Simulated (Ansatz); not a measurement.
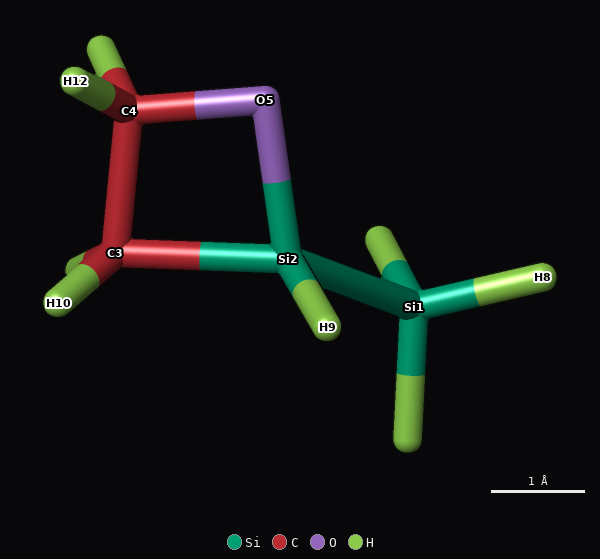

The input geometry (stick view, seen at a tilt; atoms are numbered from 1 in the order of the input). Bond lengths as drawn: C–C 1.57 Å, C–H 1.10 to 1.11 Å, C–O 1.50 Å, C–Si 1.88 Å, H–Si 1.45 to 1.46 Å, O–Si 1.76 Å and Si–Si 2.27 Å.

## Nudged elastic band, with input and output: C2H8OSi2

- system: C2H8OSi2, SMILES [SiH3][SiH]1CCO1
- method: RKS r2SCAN/STO-3G (Ansatz 0.2.0)

One setting was made poor on purpose. It belongs to a series of runs on one base structure; here: an input spoilt on purpose.

Input:
```yaml
crystal:
  periodic: [false, false, false]
  atoms:
    - { symbol: Si, position_ang: [0.324289, -1.129529, 1.993729] }
    - { symbol: Si, position_ang: [0.151119, -0.745015, -0.233713] }
    - { symbol: C, position_ang: [0.576825, 0.948557, -0.923377] }
    - { symbol: C, position_ang: [-0.946989, 1.023472, -1.307549] }
    - { symbol: O, position_ang: [-1.445027, -0.305368, -0.836713] }
    - { symbol: H, position_ang: [1.714916, -1.258474, 2.372671] }
    - { symbol: H, position_ang: [-0.247112, -0.048459, 2.764923] }
    - { symbol: H, position_ang: [-0.349297, -2.353911, 2.366974] }
    - { symbol: H, position_ang: [0.719757, -1.86401, -0.9766] }
    - { symbol: H, position_ang: [1.241593, 0.97379, -1.795141] }
    - { symbol: H, position_ang: [0.881496, 1.727681, -0.214402] }
    - { symbol: H, position_ang: [-1.117791, 1.142366, -2.401293] }
    - { symbol: H, position_ang: [-1.483378, 1.854201, -0.79461] }
basis:
  gaussian: { orbitals: STO-3G }
hamiltonian:
  xc: r2scan
neb:
  order_check: false
  images: 7
  f_tol: 0.05
  max_iterations: 8
  final_atoms:
    - { symbol: Si, position_ang: [0.28608065, -1.11741113, 2.00794308] }
    - { symbol: Si, position_ang: [-0.06702011, -0.76360507, -0.20334297] }
    - { symbol: C, position_ang: [0.67132992, 0.74896412, -1.03519396] }
    - { symbol: C, position_ang: [-0.8237499, 1.18845174, -1.25315939] }
    - { symbol: O, position_ang: [-1.56931571, 0.04441882, -0.64425663] }
    - { symbol: H, position_ang: [0.09928861, 0.09291274, 2.7762929] }
    - { symbol: H, position_ang: [-0.61180081, -2.12448852, 2.52915446] }
    - { symbol: H, position_ang: [1.63983329, -1.57829892, 2.22999072] }
    - { symbol: H, position_ang: [0.11221034, -2.00935935, -0.94074335] }
    - { symbol: H, position_ang: [1.21286423, 0.58400991, -1.97439937] }
    - { symbol: H, position_ang: [1.23851201, 1.44877059, -0.40975027] }
    - { symbol: H, position_ang: [-1.09306886, 1.30588488, -2.32723103] }
    - { symbol: H, position_ang: [-1.07476265, 2.1450512, -0.7404052] }
  initial_path:
    images:
      - { positions_ang: [[0.324289, -1.129529, 1.993729], [0.151119, -0.745015, -0.233713], [0.576825, 0.948557, -0.923377], [-0.946989, 1.023472, -1.307549], [-1.445027, -0.305368, -0.836713], [1.714916, -1.258474, 2.372671], [-0.247112, -0.048459, 2.764923], [-0.349297, -2.353911, 2.366974], [0.719757, -1.86401, -0.9766], [1.241593, 0.97379, -1.795141], [0.881496, 1.727681, -0.214402], [-1.117791, 1.142366, -2.401293], [-1.483378, 1.854201, -0.79461]] }
      - { positions_ang: [[0.30796578, -1.10771912, 1.98186591], [0.12166803, -0.77072182, -0.25748805], [0.59254747, 0.89479216, -0.96238579], [-0.89680531, 1.04924155, -1.26056282], [-1.4325181, -0.2764998, -0.84588393], [1.56812612, -0.95093818, 2.39951383], [-0.46327086, -0.23419549, 2.71955559], [-0.08916038, -2.35453094, 2.35798426], [0.63726773, -1.90974064, -0.99914202], [1.21541002, 0.88557272, -1.85416554], [0.98435805, 1.63686139, -0.26530861], [-1.121146, 1.24092435, -2.31597847], [-1.40404155, 1.86225481, -0.68310538]] }
      - { positions_ang: [[0.29164256, -1.08590924, 1.97000283], [0.09221706, -0.79642863, -0.2812631], [0.60826994, 0.84102732, -1.00139457], [-0.84662162, 1.0750111, -1.21357663], [-1.42000919, -0.2476316, -0.85505485], [1.42133623, -0.64340236, 2.42635667], [-0.67942972, -0.41993198, 2.67418818], [0.17097623, -2.35515087, 2.34899452], [0.55477847, -1.95547128, -1.02168405], [1.18922703, 0.79735544, -1.91319008], [1.0872201, 1.54604178, -0.31621522], [-1.124501, 1.33948269, -2.23066394], [-1.3247051, 1.87030862, -0.57160075]] }
      - { positions_ang: [[0.27531933, -1.06409936, 1.95813974], [0.0627661, -0.82213545, -0.30503815], [0.62399241, 0.78726248, -1.04040336], [-0.79643793, 1.10078066, -1.16659045], [-1.40750029, -0.21876339, -0.86422578], [1.27454635, -0.33586654, 2.4531995], [-0.89558859, -0.60566847, 2.62882077], [0.43111285, -2.35577081, 2.34000478], [0.4722892, -2.00120193, -1.04422607], [1.16304405, 0.70913816, -1.97221462], [1.19008215, 1.45522217, -0.36712184], [-1.127856, 1.43804104, -2.14534941], [-1.24536865, 1.87836244, -0.46009613]] }
      - { positions_ang: [[0.25899611, -1.04228949, 1.94627666], [0.03331513, -0.84784227, -0.3288132], [0.63971488, 0.73349764, -1.07941214], [-0.74625424, 1.12655021, -1.11960426], [-1.39499138, -0.18989519, -0.8733967], [1.12775647, -0.02833071, 2.48004234], [-1.11174745, -0.79140495, 2.58345336], [0.69124946, -2.35639075, 2.33101504], [0.38979994, -2.04693257, -1.06676809], [1.13686107, 0.62092088, -2.03123916], [1.29294421, 1.36440256, -0.41802845], [-1.131211, 1.53659938, -2.06003488], [-1.1660322, 1.88641625, -0.3485915]] }
      - { positions_ang: [[0.26576724, -1.0610699, 1.96169327], [0.00823132, -0.82678297, -0.29744564], [0.64761864, 0.73736426, -1.0683576], [-0.76562816, 1.14202559, -1.15299304], [-1.43857246, -0.13131669, -0.81611169], [0.8706395, 0.00198015, 2.55410498], [-0.98676079, -1.12467585, 2.56987863], [0.92839542, -2.16186779, 2.30575896], [0.32040254, -2.03753926, -1.03526191], [1.15586186, 0.61169314, -2.01702921], [1.27933616, 1.38549457, -0.4159589], [-1.12167546, 1.47892076, -2.12683392], [-1.14321481, 1.95107499, -0.44654493]] }
      - { positions_ang: [[0.27253838, -1.07985031, 1.97710987], [-0.01685249, -0.80572367, -0.26607809], [0.6555224, 0.74123088, -1.05730305], [-0.78500207, 1.15750097, -1.18638183], [-1.48215355, -0.07273819, -0.75882667], [0.61352254, 0.03229101, 2.62816762], [-0.86177413, -1.45794674, 2.55630391], [1.16554138, -1.96734483, 2.28050288], [0.25100514, -2.02814596, -1.00375572], [1.17486265, 0.60246539, -2.00281926], [1.26572811, 1.40658657, -0.41388936], [-1.11213993, 1.42124213, -2.19363296], [-1.12039742, 2.01573372, -0.54449835]] }
      - { positions_ang: [[0.27930951, -1.09863072, 1.99252648], [-0.0419363, -0.78466437, -0.23471053], [0.66342616, 0.7450975, -1.0462485], [-0.80437598, 1.17297636, -1.21977061], [-1.52573463, -0.01415968, -0.70154165], [0.35640558, 0.06260188, 2.70223026], [-0.73678747, -1.79121763, 2.54272919], [1.40268733, -1.77282187, 2.2552468], [0.18160774, -2.01875266, -0.97224953], [1.19386344, 0.59323765, -1.98860931], [1.25212006, 1.42767858, -0.41181981], [-1.1026044, 1.3635635, -2.260432], [-1.09758004, 2.08039246, -0.64245177]] }
      - { positions_ang: [[0.28608065, -1.11741113, 2.00794308], [-0.06702011, -0.76360507, -0.20334297], [0.67132992, 0.74896412, -1.03519396], [-0.8237499, 1.18845174, -1.25315939], [-1.56931571, 0.04441882, -0.64425663], [0.09928861, 0.09291274, 2.7762929], [-0.61180081, -2.12448852, 2.52915446], [1.63983329, -1.57829892, 2.22999072], [0.11221034, -2.00935935, -0.94074335], [1.21286423, 0.58400991, -1.97439937], [1.23851201, 1.44877059, -0.40975027], [-1.09306886, 1.30588488, -2.32723103], [-1.07476265, 2.1450512, -0.7404052]] }
  n_images: 5
```

Command:
```bash
ansatz run input.yaml --threads 1 --pin off --max-ram 2048MiB --backend cpu --events-out ev --progress --plain --runs-dir out
```

Output:
```
Error: YAML parse error: error: line 51 column 3: unknown field `n_images`, expected one of images, spring, climbing, order_check, relax_end_points, f_tol, exx_force_gate, max_iterations, max_displacement, density_extrapolation, optimiser, initial_path, freeze_fraction, magnetization_jump, magnetization_bend, levels_near_fermi, parallel_images, constraints, final_atoms
  --> <input>:51:3
   |
49 |       - { positions_ang: [[0.27930951, -1.09863072, 1.99252648], [-…
50 |       - { positions_ang: [[0.28608065, -1.11741113, 2.00794308], [-…
51 |   n_images: 5
   |   ^ unknown field `n_images`, expected one of images, spring, climbing, order_check, relax_end_points, f_tol, exx_force_gate, max_iterations, max_displacement, density_extrapolation, optimiser, initial_path, freeze_fraction, magnetization_jump, magnetization_bend, levels_near_fermi, parallel_images, constraints, final_atoms
```

Outcome:

| quantity | value |
| --- | --- |
| outcome | refused by the program |
| hardware | 1 thread of Intel Xeon (Sapphire Rapids), 64 GiB of memory available, shared host |

What went wrong:

The program refused the input: “YAML parse error: error: line 51 column 3: unknown field `n_images`, expected one of images, spring, climbing, order_check, relax_end_points, f_tol, exx_force_gate, max_iterations, max_displacement, density_extrapolation, optimiser, initial_path, freeze_fraction, magnetization_jump, magnetization_bend, …” A deliberately poor setting: bad input.
